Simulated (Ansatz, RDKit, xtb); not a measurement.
# C2H9NSSi2: which of the isomers drawn lies lowest?, part 1 of 2

A sample of isomers of C2H9NSSi2 is drawn. Aim: find which of them has the lowest free energy at 298.15 K, then its properties. The sample is small against all isomers, and the most stable one of this formula need not be in it.

The funnel: GFN2-xTB relaxations, single points with a density functional, relaxations at r2SCAN-D4/def2-SVP, harmonic vibrations (at GFN2-xTB), and a last energy at a higher level. All values are calculated.

### 1 Candidates

Isomers were taken from a list of plausible structures; this is a sample, not all of them. That gives 4 candidates.

| label | SMILES | spin |
| --- | --- | --- |
| c306 | C=CN([SiH3])[SiH2]S | singlet |
| c486 | C=C[Si@@H](S)N[SiH3] | singlet |
| c974 | C=C[SiH2]N[SiH2]S | singlet |
| c981 | C=C[SiH2]N([SiH3])S | singlet |

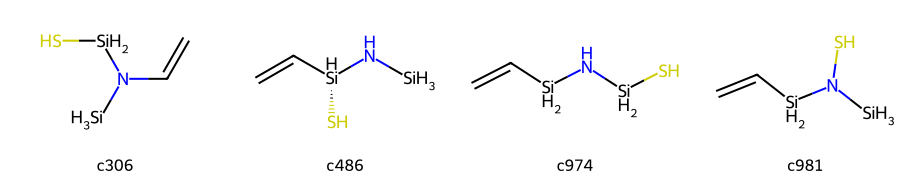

Structural formulas of the candidates.

Candidates are built by distance geometry, with a force field where one applies, in up to four conformers (letters a to d).

### 2 Search with GFN2-xTB

All 16 starts are relaxed the same way. One of them, c486b (taken from a list of positional isomers, embedded by distance geometry and MMFF94), in full:

File start.xyz:

```xyz
15
c486b
C      0.622012    -0.594942    -1.896988
C      1.826648    -0.365596    -1.344762
N      1.359127    -1.523952     1.309663
S      1.473802     1.505058     1.238796
Si     2.175142    -0.358191     0.459687
Si     2.253600    -2.958964     1.359696
H      0.465555    -0.578519    -2.988752
H     -0.278921    -0.776351    -1.354147
H      2.655311    -0.199536    -1.987218
H      3.627632    -0.392072     0.712128
H      1.961038     2.259535     0.266933
H      1.244661    -1.178382     2.226808
H      3.467747    -2.751444     2.115081
H      2.494274    -3.473081    -0.015019
H      1.456451    -3.956566     2.109511
```

On the command line:

```
$ xtb start.xyz --gfn 2 --opt
```

Standard output (excerpt; [...] marks lines left out):

```text
* xtb version 6.7.1
[...]
          :  # basis functions                  51          :
[...]
          :  # electrons                        36          :
[...]
          :  Hamiltonian                  GFN2-xTB          :
[...]
          :  net charge                          0          :
          :  unpaired electrons                  0          :
[...]
   *** convergence criteria satisfied after 14 iterations ***
[...]
   *** GEOMETRY OPTIMIZATION CONVERGED AFTER 57 ITERATIONS ***
[...]
   *** convergence criteria satisfied after 3 iterations ***
[...]
         ::                     SUMMARY                     ::
         :::::::::::::::::::::::::::::::::::::::::::::::::::::
         :: total energy             -18.526871069802 Eh    ::
         :: gradient norm              0.000437843840 Eh/a0 ::
         :: HOMO-LUMO gap              3.530199408394 eV    ::
         ::.................................................::
         :: SCC energy               -18.750347787074 Eh    ::
         :: -> isotropic ES            0.047265157396 Eh    ::
         :: -> anisotropic ES          0.003599224431 Eh    ::
         :: -> anisotropic XC          0.006456509007 Eh    ::
         :: -> dispersion             -0.012707507603 Eh    ::
         :: repulsion energy           0.223476717272 Eh    ::
         :: add. restraining           0.000000000000 Eh    ::
         :: total charge               0.000000000000 e     ::
         :::::::::::::::::::::::::::::::::::::::::::::::::::::
[...]
        18        2.0000           -0.3705037             -10.0819 (HOMO)
        19                         -0.2407713              -6.5517 (LUMO)
[...]
     #   Z          covCN         q      C6AA      α(0)
     1   6 C        2.850    -0.074    29.830     8.951
     2   6 C        2.783    -0.130    31.304     9.164
     3   7 N        2.501    -0.437    31.484     8.333
     4  16 S        1.797    -0.424   159.842    21.280
     5  14 Si       3.593     0.536    97.301    18.952
     6  14 Si       3.661     0.485    97.799    18.955
     7   1 H        0.926     0.042     2.417     2.431
     8   1 H        0.926     0.040     2.451     2.448
     9   1 H        0.925     0.032     2.556     2.500
    10   1 H        0.918    -0.071     4.637     3.368
    11   1 H        0.923     0.149     1.398     1.849
    12   1 H        0.862     0.159     1.340     1.813
    13   1 H        0.918    -0.096     5.436     3.647
    14   1 H        0.919    -0.114     6.078     3.856
[...]
     #   Z sym  total        # sym  WBO       # sym  WBO       # sym  WBO
 ---------------------------------------------------------------------------
     1   6 C    3.991 --     2 C    1.994     8 H    0.976     7 H    0.973
     2   6 C    3.979 --     1 C    1.994     9 H    0.973     5 Si   0.889
     3   7 N    3.293 --     5 Si   1.100     6 Si   1.031    12 H    0.961
     4  16 S    2.013 --    11 H    0.965     5 Si   0.899
     5  14 Si   3.817 --     3 N    1.100     4 S    0.899     2 C    0.889
                            10 H    0.863
     6  14 Si   3.738 --     3 N    1.031    14 H    0.899    13 H    0.892
                            15 H    0.890
     7   1 H    0.998 --     1 C    0.973
     8   1 H    0.998 --     1 C    0.976
     9   1 H    0.999 --     2 C    0.973
    10   1 H    0.995 --     5 Si   0.863
    11   1 H    0.977 --     4 S    0.965
[...]
molecular dipole:
                 x           y           z       tot (Debye)
 q only:        0.251      -0.724      -0.519
   full:        0.212      -0.763      -0.771       2.809
molecular quadrupole (traceless):
[...]
          | TOTAL ENERGY              -18.526871069802 Eh   |
          | GRADIENT NORM               0.000437843840 Eh/α |
          | HOMO-LUMO GAP               3.530199408394 eV   |
           -------------------------------------------------
[...]
```

Run time: 0.33 s. Hardware: 2 threads of Intel Xeon 6975P-C (Granite Rapids), shared host.

### 3 Distinct minima at GFN2-xTB

16 of the 16 relaxations converged; 2 ended on a minimum already found. 14 distinct structures remain:

| label | start | SMILES after | spin | energy (kcal/mol) |
| --- | --- | --- | --- | --- |
| c306b | drawn | C=CN([SiH3])[SiH2]S | singlet | 0.0 |
| c306d | drawn | C=CN([SiH3])[SiH2]S | singlet | 0.3 |
| c306c | drawn | C=CN([SiH3])[SiH2]S | singlet | 2.7 |
| c974b | drawn | C=C[SiH2]N[SiH2]S | singlet | 13.6 |
| c974d | drawn | C=C[SiH2]N[SiH2]S | singlet | 13.7 |
| c974a | drawn | C=C[SiH2]N[SiH2]S | singlet | 13.7 |
| c486b | drawn | C=C[Si@@H](S)N[SiH3] | singlet | 14.2 |
| c486d | drawn | C=C[Si@@H](S)N[SiH3] | singlet | 14.3 |
| c486a | drawn | C=C[Si@@H](S)N[SiH3] | singlet | 14.5 |
| c486c | drawn | C=C[Si@@H](S)N[SiH3] | singlet | 14.6 |
| c981a | drawn | C=C[SiH2]N([SiH3])S | singlet | 39.4 |
| c981d | drawn | C=C[SiH2]N([SiH3])S | singlet | 39.4 |
| c981b | drawn | C=C[SiH2]N([SiH3])S | singlet | 39.6 |
| c981c | drawn | C=C[SiH2]N([SiH3])S | singlet | 39.8 |

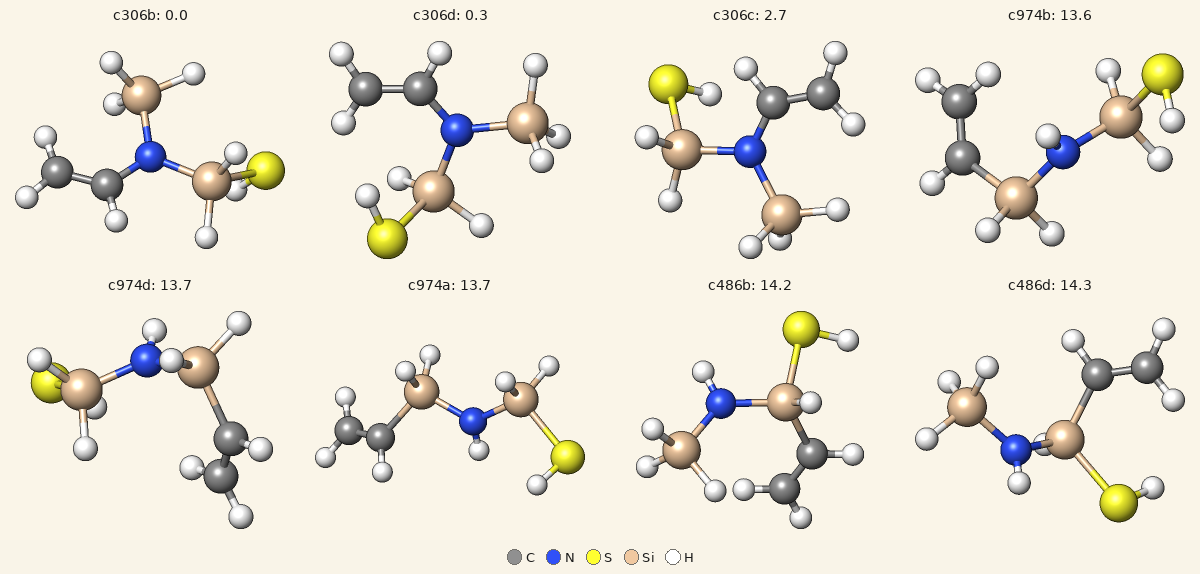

The 8 lowest minima that did not fall apart, with their GFN2-xTB energies in kcal/mol.

### 4 Screening with a density functional

A choice of the minima (the low ones first, few conformers of a pattern, up to a cap) and the lowest that fell apart get a single point at r2SCAN-D4/def2-SVP on the tight-binding geometry, and one at HF/STO-3G for comparison. The lowest singlets are also tried as triplets at the same geometry (label ending in t). Within 40 kcal/mol but not screened, among others: c306c, c974a, c486a, c486c, c981b, c981c. The first, c306b:

File input.yaml:

```yaml
crystal:
  periodic: [false, false, false]
  atoms:
    - {symbol: C, position_ang: [-0.517587, 1.618244, -1.134048]}
    - {symbol: C, position_ang: [-1.231404, 1.498420, -0.024875]}
    - {symbol: "N", position_ang: [-1.716757, 0.320366, 0.527855]}
    - {symbol: S, position_ang: [-4.257329, -0.922341, 2.025641]}
    - {symbol: Si, position_ang: [-1.278246, -1.215328, -0.214253]}
    - {symbol: Si, position_ang: [-2.595574, 0.431962, 2.023296]}
    - {symbol: H, position_ang: [-0.224889, 0.776517, -1.735320]}
    - {symbol: H, position_ang: [-0.204222, 2.589147, -1.472536]}
    - {symbol: H, position_ang: [-1.491955, 2.387158, 0.534996]}
    - {symbol: H, position_ang: [0.181153, -1.298685, -0.256758]}
    - {symbol: H, position_ang: [-1.883841, -1.251791, -1.546922]}
    - {symbol: H, position_ang: [-1.830850, -2.255242, 0.643305]}
    - {symbol: H, position_ang: [-3.124439, 1.786050, 2.133498]}
    - {symbol: H, position_ang: [-1.800953, 0.015821, 3.170211]}
    - {symbol: H, position_ang: [-4.747393, -0.584363, 0.842764]}
basis:
  gaussian: {orbitals: def2-SVP}
hamiltonian: {xc: r2scan, dispersion: d4}
scf: {lower_state_search: off}
output: {orbitals: {seedname: orbitals}}
```

On the command line:

```
$ ansatz run input.yaml --threads 2 --pin off --max-ram 5220MiB --events-out events.jsonl --progress --plain --runs-dir runs
```

Standard output (excerpt; [...] marks lines left out):

```text
Warning: RAYON_NUM_THREADS=2 ignored (pool sized by the plan → 2); use --threads N
Functional definition: r2SCAN
  name "r2SCAN"
[...]
1607 factors; their error is unknown
[...]
mean field -30286.82846186 eV, -1113.0204168238 hartree, gradient 9.4e-6 eV, S^2 0.000000; 0 other end points of the search recorded, 0 dependent functions left out
reference -30286.82847365 eV, -1113.0204172570 hartree; 36, 36 occupied and 105, 105 virtual orbitals, 1607 factors
Total energy: -30286.94576667 eV, -1113.0247276961 hartree
Checks for a lower state left out: stability, starts, cluster_reference, orbital_swaps, neighbouring_geometries, increment
```

Run time: 1.7 s. Hardware: 2 threads of Intel Xeon 6975P-C (Granite Rapids), shared host; peak memory 0.21 GiB.

Relative energies in kcal/mol, each column from its lowest structure that stays in one piece:

| label | SMILES | spin | GFN2-xTB | HF/STO-3G | r2SCAN-D4/def2-SVP |
| --- | --- | --- | --- | --- | --- |
| c974b | C=C[SiH2]N[SiH2]S | singlet | 13.6 | 0.0 | 0.0 |
| c974d | C=C[SiH2]N[SiH2]S | singlet | 13.7 | 0.3 | 0.1 |
| c486b | C=C[Si@@H](S)N[SiH3] | singlet | 14.2 | 0.9 | 0.8 |
| c486d | C=C[Si@@H](S)N[SiH3] | singlet | 14.3 | 1.0 | 1.4 |
| c306b | C=CN([SiH3])[SiH2]S | singlet | 0.0 | 3.9 | 8.4 |
| c306d | C=CN([SiH3])[SiH2]S | singlet | 0.3 | 4.0 | 8.7 |
| c981a | C=C[SiH2]N([SiH3])S | singlet | 39.4 | 28.7 | 39.6 |
| c981d | C=C[SiH2]N([SiH3])S | singlet | 39.4 | 28.5 | 41.0 |
| c486bt | C=C[Si@@H](S)N[SiH3] | triplet | – | – | 94.9 |
| c974bt | C=C[SiH2]N[SiH2]S | triplet | – | – | 95.5 |

Measured from c974b, GFN2-xTB misplaces c306d by 22 kcal/mol against r2SCAN-D4/def2-SVP, so minima dropped on its energies alone could hide the lowest isomer.

### 5 Third filter: density-functional geometries

3 candidates are relaxed at r2SCAN-D4/def2-SVP (chosen among the lowest in one piece, one conformer a pattern). The first, c974b:

File input.yaml:

```yaml
crystal:
  periodic: [false, false, false]
  atoms:
    - {symbol: C, position_ang: [1.468668, 0.769492, -1.478000]}
    - {symbol: C, position_ang: [0.438268, 0.507133, -0.688800]}
    - {symbol: "N", position_ang: [2.071293, -1.323038, 1.042738]}
    - {symbol: S, position_ang: [4.655034, -3.069103, 1.129621]}
    - {symbol: Si, position_ang: [0.493382, -0.619733, 0.819199]}
    - {symbol: Si, position_ang: [2.762929, -2.649502, 0.194582]}
    - {symbol: H, position_ang: [2.438967, 0.333819, -1.297975]}
    - {symbol: H, position_ang: [1.399127, 1.422183, -2.335467]}
    - {symbol: H, position_ang: [-0.513579, 0.972392, -0.917495]}
    - {symbol: H, position_ang: [-0.423104, -1.746372, 0.640604]}
    - {symbol: H, position_ang: [0.230094, 0.142024, 2.044161]}
    - {symbol: H, position_ang: [2.725849, -0.734056, 1.534613]}
    - {symbol: H, position_ang: [3.126892, -2.400593, -1.194348]}
    - {symbol: H, position_ang: [1.897575, -3.809488, 0.354862]}
    - {symbol: H, position_ang: [4.177038, -3.290063, 2.344415]}
basis:
  gaussian:
    orbitals: def2-SVP
hamiltonian:
  xc: r2scan
  dispersion: d4
scf:
  lower_state_search: "off"
relax:
  f_tol: 0.006
```

On the command line:

```
$ ansatz run input.yaml --threads 2 --pin off --max-ram 5220MiB --events-out events.jsonl --progress --plain --runs-dir runs
```

Standard output (excerpt; [...] marks lines left out):

```text
Warning: RAYON_NUM_THREADS=2 ignored (pool sized by the plan → 2); use --threads N
[...]
[... 2 set-up lines as earlier in the session ...]
[...]
1607 factors; their error is unknown
[...]
mean field -30287.20162334 eV, -1113.0341302552 hartree, gradient 7.6e-6 eV, S^2 0.000000; 0 other end points of the search recorded, 0 dependent functions left out
[...]
reference -30287.20163546 eV, -1113.0341307006 hartree; 36, 36 occupied and 105, 105 virtual orbitals, 1607 factors
relax step   1: F+E_penalty+E_count = -30287.31058073 eV  Δ(F+E_penalty+E_count) = +0.000e0 eV  max|allowed force component| = 9.364e-1 eV/Å  Δτ_max = 0.0000 Å  (19 SCF iters, accepted)
[...]
relax step   7: F+E_penalty+E_count = -30287.48971004 eV  Δ(F+E_penalty+E_count) = -8.037e-3 eV  max|allowed force component| = 1.546e-1 eV/Å  Δτ_max = 0.1260 Å  (19 SCF iters, accepted)
[...]
Atom 6 at     2.107244     0.354395    -1.640730 Å, force     0.003334    -0.001565     0.001489 eV/Å
Atom 7 at     0.793810     1.408649    -2.443291 Å, force     0.000169     0.001292    -0.002372 eV/Å
Atom 8 at    -0.734228     0.950336    -0.583035 Å, force    -0.001679     0.002093    -0.001343 eV/Å
Atom 9 at    -0.060060    -1.819466     0.895741 Å, force    -0.000773     0.000731     0.000604 eV/Å
Atom 10 at     0.566146     0.167105     2.141462 Å, force     0.000151     0.000739    -0.000012 eV/Å
Atom 11 at     3.133583    -0.382249     1.036616 Å, force    -0.000475    -0.001817     0.000482 eV/Å
Atom 12 at     4.125583    -2.429162    -0.867248 Å, force    -0.000845     0.000309     0.000966 eV/Å
Atom 13 at     1.941883    -3.390409    -0.276575 Å, force     0.002346     0.002818     0.001159 eV/Å
Atom 14 at     3.167173    -3.747198     2.574038 Å, force    -0.005217    -0.000239     0.002932 eV/Å
Dipole moment:    -0.178605     0.308022    -0.043381 e Å
Checks for a lower state left out: stability, starts, cluster_reference, orbital_swaps, neighbouring_geometries, increment
```

Wall time 47 s (2 threads of Intel Xeon 6975P-C (Granite Rapids), shared host); peak memory 0.21 GiB.

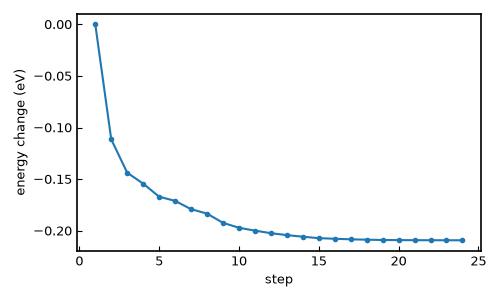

Energy along the run, all evaluated steps.

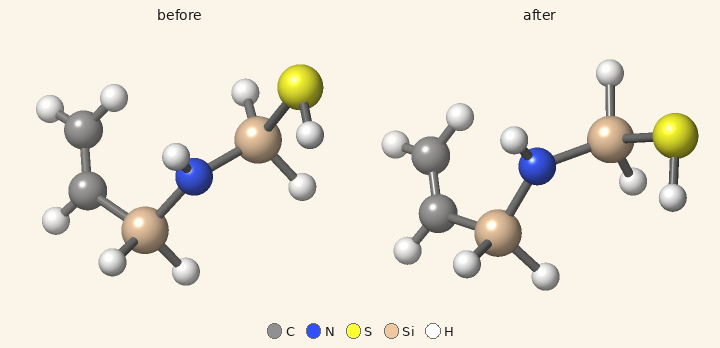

Before and after, at one scale.

After the run. Bond lengths: C1–C2 1.342 Å, C2–Si5 1.870 Å, N3–Si5 1.749 Å, N3–Si6 1.735 Å, S4–Si6 2.155 Å, C1–H7 1.098 Å, C1–H8 1.097 Å, C2–H9 1.100 Å, Si5–H10 1.494 Å, Si5–H11 1.497 Å, N3–H12 1.020 Å, Si6–H13 1.491 Å, Si6–H14 1.490 Å, S4–H15 1.352 Å. Some angles: C1–C2–Si5 122.6°, C2–Si5–N3 111.4°, Si5–N3–Si6 129.1°, N3–Si6–S4 113.8°, C1–C2–H9 118.2°, Si5–C2–H9 119.2°, C2–C1–H7 121.1°, C2–C1–H8 122.4°, C2–Si5–H10 110.4°, C2–Si5–H11 109.2°.

### 6 The relaxed candidates

| label | spin | r2SCAN-D4/def2-SVP (kcal/mol) | r2SCAN-D4/def2-SVP, relaxed (kcal/mol) | time |
| --- | --- | --- | --- | --- |
| c974b | singlet | 0.0 | 0.0 | 47 s |
| c486b | singlet | 0.8 | 0.1 | 75 s |
| c306b | singlet | 8.4 | 8.2 | 42 s |

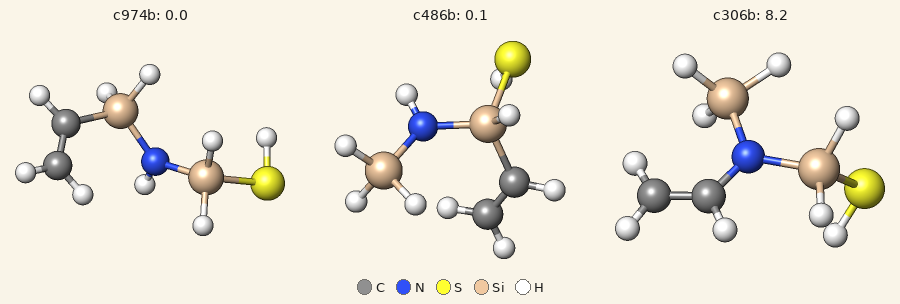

The relaxed structures, with energies at r2SCAN-D4/def2-SVP in kcal/mol.

### 7 Vibrations and thermal terms

The lowest few in one piece go on as finalists. In this search the thermal terms come from GFN2-xTB at its own nearest minimum. The first, c974b:

File start.xyz:

```xyz
15
c974b
C      1.092667     0.771435    -1.602165
C      0.272407     0.505835    -0.573804
N      2.447644    -1.074722     0.735318
S      4.216279    -3.636752     1.727885
Si     0.775104    -0.580762     0.862125
Si     3.103197    -2.591942     0.206373
H      2.107244     0.354395    -1.640730
H      0.793810     1.408649    -2.443291
H     -0.734228     0.950336    -0.583035
H     -0.060060    -1.819466     0.895741
H      0.566146     0.167105     2.141462
H      3.133583    -0.382249     1.036616
H      4.125583    -2.429162    -0.867248
H      1.941883    -3.390409    -0.276575
H      3.167173    -3.747198     2.574038
```

On the command line:

```
$ xtb start.xyz --gfn 2 --ohess tight
```

Standard output (excerpt; [...] marks lines left out):

```text
* xtb version 6.7.1
[...]
          :  # basis functions                  51          :
[...]
          :  # electrons                        36          :
[...]
          :  Hamiltonian                  GFN2-xTB          :
[...]
          :  net charge                          0          :
          :  unpaired electrons                  0          :
[...]
   *** convergence criteria satisfied after 14 iterations ***
[...]
   *** GEOMETRY OPTIMIZATION CONVERGED AFTER 94 ITERATIONS ***
[...]
   *** convergence criteria satisfied after 3 iterations ***
[...]
         ::                     SUMMARY                     ::
         :::::::::::::::::::::::::::::::::::::::::::::::::::::
         :: total energy             -18.527855517989 Eh    ::
         :: gradient norm              0.000077745906 Eh/a0 ::
         :: HOMO-LUMO gap              3.611753515429 eV    ::
         ::.................................................::
         :: SCC energy               -18.751201436147 Eh    ::
         :: -> isotropic ES            0.047557465617 Eh    ::
         :: -> anisotropic ES          0.003444043025 Eh    ::
         :: -> anisotropic XC          0.006340017634 Eh    ::
         :: -> dispersion             -0.012056796320 Eh    ::
         :: repulsion energy           0.223345918158 Eh    ::
         :: add. restraining           0.000000000000 Eh    ::
         :: total charge               0.000000000000 e     ::
         :::::::::::::::::::::::::::::::::::::::::::::::::::::
[...]
        18        2.0000           -0.3715424             -10.1102 (HOMO)
        19                         -0.2388130              -6.4984 (LUMO)
[...]
molecular dipole:
                 x           y           z       tot (Debye)
 q only:       -1.086       0.428       0.046
   full:       -1.210       0.637      -0.138       3.494
molecular quadrupole (traceless):
[...]
          | TOTAL ENERGY              -18.527855517994 Eh   |
          | TOTAL ENTHALPY            -18.417169929372 Eh   |
          | TOTAL FREE ENERGY         -18.465441011087 Eh   |
          | GRADIENT NORM               0.000077742268 Eh/α |
[...]
```

It took 0.77 s on 2 threads of Intel Xeon 6975P-C (Granite Rapids), shared host.

### 8 Thermal terms of the finalists

As xtb prints them, at 298.15 K, with its own treatment of low modes:

| label | SMILES | spin | lowest mode (cm⁻¹) | zero-point (kcal/mol) | G − E (kcal/mol) |
| --- | --- | --- | --- | --- | --- |
| c974b | C=C[SiH2]N[SiH2]S | singlet | 21 | 62.1 | 39.2 |
| c486b | C=C[Si@@H](S)N[SiH3] | singlet | 50 | 61.8 | 38.6 |
| c306b | C=CN([SiH3])[SiH2]S | singlet | 16 | 61.3 | 38.9 |

### 9 The final energy

Single points at CCSD(T)/def2-SVP + MP2/def2-TZVPP - MP2/def2-SVP on the refined geometries decide the order.

c974b, CCSD(T)/def2-SVP:

File input.yaml:

```yaml
crystal:
  periodic: [false, false, false]
  atoms:
    - {symbol: C, position_ang: [1.092667, 0.771435, -1.602165]}
    - {symbol: C, position_ang: [0.272407, 0.505835, -0.573804]}
    - {symbol: N, position_ang: [2.447644, -1.074722, 0.735318]}
    - {symbol: S, position_ang: [4.216279, -3.636752, 1.727885]}
    - {symbol: Si, position_ang: [0.775104, -0.580762, 0.862125]}
    - {symbol: Si, position_ang: [3.103197, -2.591942, 0.206373]}
    - {symbol: H, position_ang: [2.107244, 0.354395, -1.640730]}
    - {symbol: H, position_ang: [0.793810, 1.408649, -2.443291]}
    - {symbol: H, position_ang: [-0.734228, 0.950336, -0.583035]}
    - {symbol: H, position_ang: [-0.060060, -1.819466, 0.895741]}
    - {symbol: H, position_ang: [0.566146, 0.167105, 2.141462]}
    - {symbol: H, position_ang: [3.133583, -0.382249, 1.036616]}
    - {symbol: H, position_ang: [4.125583, -2.429162, -0.867248]}
    - {symbol: H, position_ang: [1.941883, -3.390409, -0.276575]}
    - {symbol: H, position_ang: [3.167173, -3.747198, 2.574038]}
basis:
  gaussian:
    orbitals: def2-SVP
total_charge: 0
correlation:
  method: ccsd_t
  frozen_orbitals: {"N": 1, H: 0, C: 1, S: 5, Si: 5}
```

On the command line:

```
$ ansatz run input.yaml --threads 2 --pin off --max-ram 5220MiB --events-out events.jsonl --progress --plain --runs-dir runs
```

Standard output (excerpt; [...] marks lines left out):

```text
Warning: RAYON_NUM_THREADS=2 ignored (pool sized by the plan → 2); use --threads N
Functional definition: HF
  name "HF"
[...]
1391 factors; integrals over basis functions are off by at most 1.2e-3 eV
[...]
mean field -30217.71885061 eV, -1110.4806854546 hartree, gradient 1.2e-6 eV, S^2 0.000000; 0 other end points of the search recorded, 0 dependent functions left out; unrestricted orbitals would lower it
18 core orbitals not correlated: weight in the atoms' cores, before any rotation towards them, 1.000 or more for the frozen orbitals, at most 0.000 for the correlated occupied ones
reference -30217.71885061 eV, -1110.4806854546 hartree; 18, 18 occupied and 105, 105 virtual orbitals, 1391 factors
second order -20.67426166 eV of doubles, -0.00000000 eV of singles
cycle   1  -22.04740724 eV  change    -1.4e0 eV  update   1.1e-1
[...]
cycle   8  -22.84356481 eV  change   -3.8e-5 eV  update   4.0e-5
perturbative correction -0.71960416 eV, -0.0264449651 hartree
Total energy: -30241.28201958 eV, -1111.3466159425 hartree
```

Wall time 11 s (2 threads of Intel Xeon 6975P-C (Granite Rapids), shared host); peak memory 1 GiB.

(Continued in part 2 of 2.)
